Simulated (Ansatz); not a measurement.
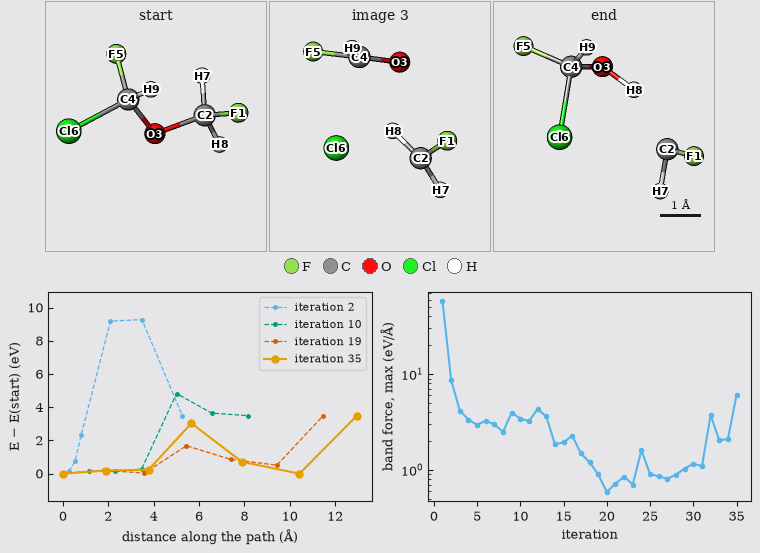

NEB run on C₂H₃ClF₂O. Images are numbered from 0 (start) to 6 (end). The plot follows the band through its iterations. A ball-and-stick model, seen at a tilt.

All numbers below come from UKS PBE0/6-31G* (Ansatz). Settings: 5 movable images; climbing image; force threshold 0.05 eV/Å; iteration limit 35; starting path through a guess of the saddle point.

Q: Judge this run.

A: The result isn't final. The band hadn't converged when the run stopped after 35 iterations. The largest component of the band force went from 58 to 6.1 eV/Å. The largest force component is 0.01 eV/Å at the start and 0.61 eV/Å at the end; an end with forces this large is no minimum, and the barrier measured from it can be far off. The first iteration put the highest image at 23.74 eV. Relative to the start the highest point is image 6 at +3.49 eV and the end lies at +3.49 eV, but the profile dips to 0.00 eV at image 5 on the way, so there may be an intermediate minimum, or an end is no minimum.

Cost: 13 min on 2 threads of Arm Neoverse V1 (shared host), peak memory 0.34 GiB.
